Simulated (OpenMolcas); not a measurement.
# Energy and gradient calculation of CuNH₃F (part 2 of 3)

Continued. System: CuNH₃F, SMILES [NH3+][Cu-][F]. Method: M06/6-31G, RKS (OpenMolcas 26.06). The geometry: force field.

Geometry of the input (Å):
```
N  -0.3083  0.2633  -0.1607
Cu 0.7788  -0.7161  0.3231
F  1.3773  -1.2898  0.7714
H  -0.7121  -0.0497  -1.0539
H  0.0467  1.2368  -0.4224
H  -1.1404  0.4914  0.4963
```

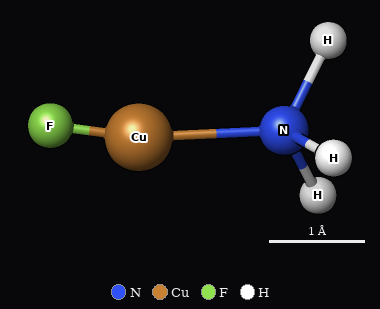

Figure 1. The input geometry (ball-and-stick view, seen at a tilt). Sticks mark near contacts.

The program's output, continued:
```
      All orbitals with orbital energies smaller than  E(LUMO)+0.5 are printed

++    Molecular orbitals:
      -------------------

      Title: RKS-DFT orbitals

      Molecular orbitals for symmetry species 1: a

          Orbital            1         2         3         4         5         6         7         8         9        10
          Energy         -323.2940  -39.1624  -34.2919  -34.2514  -34.2508  -24.9812  -14.4275   -4.6886   -3.3064   -3.0166
          Occ. No.          2.0000    2.0000    2.0000    2.0000    2.0000    2.0000    2.0000    2.0000    2.0000    2.0000

        1 N1     1s         0.0000    0.0000    0.0000   -0.0000    0.0000   -0.0001    0.9950    0.0007    0.0038    0.0007
        2 N1     2s        -0.0002   -0.0003    0.0001   -0.0000    0.0000   -0.0003    0.0353   -0.0009   -0.0064   -0.0013
        3 N1     *s         0.0005    0.0010   -0.0010   -0.0000    0.0001    0.0035   -0.0286    0.0006   -0.0056   -0.0019
        4 N1     2px       -0.0001   -0.0002   -0.0001   -0.0000   -0.0000    0.0002   -0.0004   -0.0004   -0.0060   -0.0007
        5 N1     *px        0.0002    0.0003   -0.0004    0.0002    0.0000    0.0013   -0.0011    0.0009   -0.0017    0.0023
        6 N1     2py        0.0001    0.0002    0.0001   -0.0000   -0.0000   -0.0002    0.0004    0.0004    0.0054    0.0017
        7 N1     *py       -0.0002   -0.0003    0.0003    0.0001    0.0002   -0.0010    0.0007   -0.0009    0.0013    0.0015
        8 N1     2pz       -0.0000   -0.0001   -0.0000    0.0000   -0.0000    0.0001   -0.0005   -0.0002   -0.0025   -0.0015
        9 N1     *pz        0.0001    0.0002   -0.0001   -0.0002    0.0002   -0.0001    0.0003    0.0003    0.0001   -0.0032
       10 CU2    1s         0.9963    0.3073    0.0023    0.0002   -0.0002    0.0001    0.0001   -0.1128   -0.0250    0.0000
       11 CU2    2s        -0.0118    1.0363    0.0077    0.0006   -0.0006   -0.0003    0.0000   -0.4419   -0.0978    0.0001
       12 CU2    3s         0.0245    0.0208   -0.0015    0.0001   -0.0001   -0.0020   -0.0002    1.0229    0.2636   -0.0010
       13 CU2    4s         0.0019    0.0037   -0.0015    0.0000    0.0000   -0.0037   -0.0061    0.0057   -0.0097   -0.0016
       14 CU2    *s         0.0007    0.0015   -0.0004   -0.0000    0.0000   -0.0015   -0.0024    0.0008   -0.0029   -0.0005
       15 CU2    2px        0.0000   -0.0048    0.6439    0.7455    0.1499    0.0002    0.0000    0.0384   -0.2224   -0.2671
       16 CU2    3px       -0.0000   -0.0005    0.0073    0.0071    0.0015   -0.0001   -0.0010   -0.1043    0.6176    0.7506
       17 CU2    *px        0.0002    0.0004   -0.0004   -0.0014   -0.0002    0.0049   -0.0057   -0.0016   -0.0008    0.0027
       18 CU2    *px       -0.0001   -0.0002    0.0001    0.0007    0.0001   -0.0008    0.0022    0.0018   -0.0020   -0.0004
       19 CU2    2py       -0.0000    0.0045   -0.6115    0.3915    0.6823   -0.0001   -0.0000   -0.0367    0.2123   -0.0846
       20 CU2    3py        0.0000    0.0005   -0.0069    0.0038    0.0065    0.0001    0.0009    0.0998   -0.5896    0.2379
       21 CU2    *py       -0.0001   -0.0004    0.0004   -0.0007   -0.0013   -0.0046    0.0053    0.0017    0.0007    0.0023
       22 CU2    *py        0.0001    0.0002   -0.0001    0.0003    0.0007    0.0007   -0.0020   -0.0018    0.0018   -0.0006
       23 CU2    2pz        0.0000   -0.0024    0.4513   -0.5330    0.7108    0.0001    0.0000    0.0278   -0.1634    0.2529
       24 CU2    3pz       -0.0000   -0.0004    0.0052   -0.0051    0.0068   -0.0001   -0.0005   -0.0755    0.4539   -0.7108
       25 CU2    *pz        0.0000    0.0001   -0.0001    0.0010   -0.0013    0.0033   -0.0026   -0.0019    0.0000   -0.0043
       26 CU2    *pz       -0.0000   -0.0001   -0.0000   -0.0005    0.0006   -0.0005    0.0011    0.0015   -0.0014    0.0009
       27 CU2    0320000    0.0054    0.0006    0.0001    0.0003    0.0001    0.0000    0.0004   -0.0097    0.0094    0.0169
       28 CU2    *200       0.0010    0.0016    0.0007   -0.0000    0.0000    0.0003   -0.0004   -0.0034    0.0046    0.0098
       29 CU2    0310100    0.0000    0.0007   -0.0007   -0.0001    0.0002    0.0002   -0.0002    0.0247   -0.0437   -0.0108
       30 CU2    *110       0.0000   -0.0002   -0.0007    0.0000   -0.0000    0.0017    0.0008    0.0068   -0.0108   -0.0066
       31 CU2    0310001   -0.0000   -0.0005    0.0005   -0.0001    0.0003   -0.0002    0.0001   -0.0188    0.0337   -0.0043
       32 CU2    *101      -0.0000    0.0001    0.0005   -0.0000   -0.0000   -0.0013   -0.0005   -0.0049    0.0087   -0.0018
       33 CU2    0300200    0.0054    0.0006    0.0001   -0.0001   -0.0003    0.0000    0.0004   -0.0085    0.0076   -0.0055
       34 CU2    *020       0.0010    0.0015    0.0007   -0.0000    0.0000    0.0003   -0.0003   -0.0030    0.0042   -0.0034
       35 CU2    0300101    0.0000    0.0005   -0.0005    0.0003   -0.0001    0.0002   -0.0001    0.0181   -0.0323    0.0195
       36 CU2    *011       0.0000   -0.0001   -0.0005   -0.0000    0.0000    0.0012    0.0004    0.0046   -0.0085    0.0116
       37 CU2    0300002    0.0054    0.0008   -0.0001   -0.0001    0.0002    0.0001    0.0003   -0.0036   -0.0010   -0.0118
       38 CU2    *002       0.0010    0.0015    0.0005   -0.0000    0.0000    0.0007   -0.0000   -0.0015    0.0024   -0.0076
       39 F3     1s        -0.0000   -0.0001    0.0000   -0.0000    0.0000    0.9945    0.0000    0.0343   -0.0633    0.0006
       40 F3     2s        -0.0002   -0.0003   -0.0006    0.0000   -0.0000    0.0321    0.0001   -0.0594    0.1280   -0.0014
       41 F3     *s         0.0003    0.0005   -0.0032    0.0001   -0.0001   -0.0180    0.0032    0.0172   -0.0090    0.0008
       42 F3     2px       -0.0000   -0.0002    0.0006   -0.0001   -0.0000   -0.0034   -0.0004    0.0423   -0.0826    0.0287
       43 F3     *px       -0.0001   -0.0002    0.0014   -0.0001    0.0000    0.0029    0.0004   -0.0110    0.0164   -0.0038
       44 F3     2py        0.0000    0.0002   -0.0006   -0.0000   -0.0001    0.0032    0.0004   -0.0405    0.0793    0.0080
       45 F3     *py        0.0001    0.0001   -0.0014   -0.0000   -0.0001   -0.0028   -0.0003    0.0106   -0.0156   -0.0009
       46 F3     2pz       -0.0000   -0.0002    0.0005    0.0001   -0.0001   -0.0026   -0.0003    0.0317   -0.0623   -0.0257
       47 F3     *pz       -0.0000   -0.0001    0.0010    0.0000   -0.0000    0.0023   -0.0004   -0.0083    0.0117    0.0032
       48 H4     1s         0.0000    0.0001    0.0001   -0.0000    0.0000   -0.0002    0.0000   -0.0004    0.0007   -0.0003
       49 H4     *s        -0.0001   -0.0001   -0.0000   -0.0000    0.0001    0.0002    0.0052    0.0011   -0.0010   -0.0004
       50 H5     1s         0.0000    0.0000    0.0001   -0.0000    0.0000   -0.0001    0.0002   -0.0003    0.0005   -0.0007
       51 H5     *s        -0.0001   -0.0002   -0.0000   -0.0001   -0.0001    0.0002    0.0047    0.0010   -0.0008   -0.0014
       52 H6     1s         0.0000    0.0000    0.0000    0.0000   -0.0000    0.0001    0.0001   -0.0002    0.0002    0.0009
       53 H6     *s        -0.0001   -0.0002   -0.0000    0.0002   -0.0001    0.0004    0.0044    0.0010   -0.0010    0.0024

          Orbital           11        12        13        14        15        16        17        18        19        20
          Energy           -3.0157   -1.3281   -0.9369   -0.8810   -0.8802   -0.7741   -0.5296   -0.5151   -0.4021   -0.3988
          Occ. No.          2.0000    2.0000    2.0000    2.0000    2.0000    2.0000    2.0000    2.0000    2.0000    2.0000

        1 N1     1s        -0.0004   -0.0196   -0.1988    0.0001   -0.0301   -0.0402   -0.0052    0.0039    0.0417   -0.0067
        2 N1     2s         0.0007    0.0437    0.4047    0.0001    0.0600    0.0804    0.0104   -0.0094   -0.0892    0.0129
        3 N1     *s         0.0013    0.0056    0.4892   -0.0014    0.0795    0.0988    0.0227   -0.0095   -0.1624    0.0331
        4 N1     2px        0.0014    0.0190   -0.0321   -0.0204   -0.0074   -0.0961   -0.0262    0.3342   -0.2997    0.0683
        5 N1     *px        0.0014   -0.0076   -0.0175   -0.0128    0.0017   -0.0498   -0.0226    0.2088   -0.2379    0.0354
        6 N1     2py        0.0001   -0.0167    0.0280   -0.0254    0.0136    0.0848    0.2058    0.3252    0.2473   -0.0161
        7 N1     *py        0.0027    0.0065    0.0188   -0.0157    0.0062    0.0435    0.1267    0.2016    0.1771   -0.0442
        8 N1     2pz        0.0012    0.0048   -0.0321   -0.0064   -0.0416   -0.0324    0.4373   -0.1268   -0.1098    0.0152
        9 N1     *pz        0.0025   -0.0015   -0.0171   -0.0021   -0.0262   -0.0105    0.2632   -0.0825   -0.1022   -0.0120
       10 CU2    1s         0.0000   -0.0251   -0.0045    0.0000   -0.0006    0.0066   -0.0008    0.0006    0.0086   -0.0014
       11 CU2    2s         0.0001   -0.0827   -0.0171   -0.0000   -0.0019    0.0227   -0.0026    0.0021    0.0296   -0.0046
       12 CU2    3s         0.0002    0.2954    0.0556   -0.0000    0.0080   -0.0971    0.0101   -0.0075   -0.1002    0.0161
       13 CU2    4s         0.0010   -0.0234    0.0081   -0.0002    0.0030   -0.0504   -0.0015    0.0036    0.0864   -0.0122
       14 CU2    *s         0.0004   -0.0019    0.0121   -0.0003    0.0065    0.0279   -0.0008   -0.0000   -0.0475    0.0109
       15 CU2    2px       -0.1144    0.0865   -0.0123    0.0343   -0.0274   -0.0334    0.0014    0.0165    0.0405   -0.0054
       16 CU2    3px        0.3217   -0.2744    0.0424   -0.1046    0.0836    0.1064   -0.0053   -0.0503   -0.1302    0.0179
       17 CU2    *px        0.0025   -0.0248    0.0120    0.0153   -0.0137    0.0096   -0.0038    0.0251    0.0162    0.0031
       18 CU2    *px       -0.0007    0.0057   -0.0165   -0.0027   -0.0012    0.0103   -0.0021    0.0079   -0.0037   -0.0007
       19 CU2    2py       -0.2870   -0.0831    0.0132    0.0433    0.0113    0.0321    0.0072    0.0141   -0.0373    0.0070
       20 CU2    3py        0.8065    0.2633   -0.0447   -0.1319   -0.0347   -0.1025   -0.0208   -0.0433    0.1208   -0.0213
       21 CU2    *py        0.0037    0.0232   -0.0119    0.0194    0.0053   -0.0102    0.0173    0.0199   -0.0078    0.0105
       22 CU2    *py       -0.0006   -0.0053    0.0157   -0.0036    0.0030   -0.0097    0.0051    0.0067   -0.0045   -0.0008
       23 CU2    2pz       -0.2169    0.0656   -0.0154    0.0095    0.0472   -0.0254    0.0212   -0.0053    0.0164   -0.0026
       24 CU2    3pz        0.6095   -0.2075    0.0495   -0.0289   -0.1438    0.0815   -0.0656    0.0166   -0.0546    0.0096
       25 CU2    *pz        0.0037   -0.0163    0.0030    0.0036    0.0212    0.0116    0.0251   -0.0056   -0.0103    0.0079
       26 CU2    *pz       -0.0008    0.0038   -0.0096   -0.0003   -0.0064    0.0071    0.0075   -0.0029   -0.0007   -0.0080
       27 CU2    0320000    0.0076    0.0115    0.0290    0.1558   -0.1162   -0.0313   -0.0019   -0.0400    0.0653    0.1997
       28 CU2    *200       0.0045    0.0066    0.0280    0.0979   -0.0732   -0.0185   -0.0011   -0.0248    0.0356    0.1216
       29 CU2    0310100    0.0114   -0.1587   -0.0944    0.0471    0.1476    0.3008   -0.0597    0.0132    0.2646    0.1263
       30 CU2    *110       0.0067   -0.0867   -0.0610    0.0297    0.0949    0.1473   -0.0347    0.0080    0.1714    0.0748
       31 CU2    0310001    0.0192    0.1228    0.0258    0.1589    0.1374   -0.2376   -0.0327    0.0221    0.2419   -0.3903
       32 CU2    *101       0.0114    0.0657    0.0164    0.0997    0.0851   -0.1162   -0.0234    0.0138    0.1365   -0.2358
       33 CU2    0300200   -0.0174    0.0044    0.0127   -0.1879   -0.0427   -0.0192    0.0075    0.0386    0.1053   -0.1300
       34 CU2    *020      -0.0102    0.0024    0.0171   -0.1181   -0.0270   -0.0126    0.0052    0.0241    0.0605   -0.0782
       35 CU2    0300101   -0.0004   -0.1173   -0.0162    0.1043   -0.1806    0.2275    0.0178    0.0038   -0.1741   -0.4928
       36 CU2    *011       0.0004   -0.0626   -0.0099    0.0652   -0.1121    0.1113    0.0125    0.0019   -0.0960   -0.2999
       37 CU2    0300002    0.0101   -0.0259   -0.0363    0.0321    0.1592    0.0357   -0.0055    0.0015   -0.1667   -0.0704
       38 CU2    *002       0.0064   -0.0150   -0.0145    0.0201    0.1001    0.0145   -0.0031    0.0002   -0.1037   -0.0427
       39 F3     1s        -0.0003   -0.2333    0.0351    0.0000    0.0042   -0.0472    0.0001   -0.0004   -0.0124    0.0019
       40 F3     2s         0.0008    0.5307   -0.0775   -0.0001   -0.0087    0.0648    0.0037    0.0002    0.0489   -0.0075
       41 F3     *s        -0.0005    0.4795   -0.1730   -0.0000   -0.0177    0.3383   -0.0084    0.0032    0.0336   -0.0049
       42 F3     2px        0.0115   -0.0667   -0.0303    0.3453   -0.2741    0.3313   -0.0322    0.0858   -0.0401    0.0096
       43 F3     *px       -0.0014   -0.0111    0.0146    0.1415   -0.1092    0.0615   -0.0157    0.0563   -0.0026    0.0014
       44 F3     2py        0.0304    0.0643    0.0507    0.4351    0.1134   -0.3162    0.0723    0.0613    0.0469   -0.0044
       45 F3     *py       -0.0040    0.0108   -0.0057    0.1783    0.0437   -0.0580    0.0419    0.0419    0.0079   -0.0016
       46 F3     2pz        0.0222   -0.0513   -0.1230    0.0956    0.4716    0.2435    0.0703   -0.0196   -0.1077    0.0162
       47 F3     *pz       -0.0028   -0.0086   -0.0250    0.0392    0.1956    0.0426    0.0508   -0.0143   -0.0601    0.0078
       48 H4     1s         0.0010    0.0065    0.1253    0.0063    0.0293    0.0471   -0.2507   -0.0801    0.0311   -0.0251
       49 H4     *s         0.0017   -0.0017   -0.0179    0.0048   -0.0011    0.0111   -0.1160   -0.0392    0.0123   -0.0614
       50 H5     1s        -0.0008    0.0049    0.1140   -0.0064    0.0231    0.0486    0.0489    0.2554    0.0489    0.0205
       51 H5     *s        -0.0016   -0.0018   -0.0150   -0.0036   -0.0037    0.0103    0.0225    0.1292    0.0609    0.0326
       52 H6     1s        -0.0003    0.0035    0.1092    0.0010    0.0161    0.0530    0.1954   -0.1625    0.0966   -0.0241
       53 H6     *s        -0.0008   -0.0030   -0.0112    0.0001   -0.0035    0.0075    0.0935   -0.0833    0.0651   -0.0028

          Orbital           21        22        23        24        25        26        27        28        29        30
          Energy           -0.3958   -0.2303   -0.2281   -0.1538    0.0278    0.0376    0.0395    0.0468    0.1233    0.1386
          Occ. No.          2.0000    2.0000    2.0000    2.0000    0.0000    0.0000    0.0000    0.0000    0.0000    0.0000
```
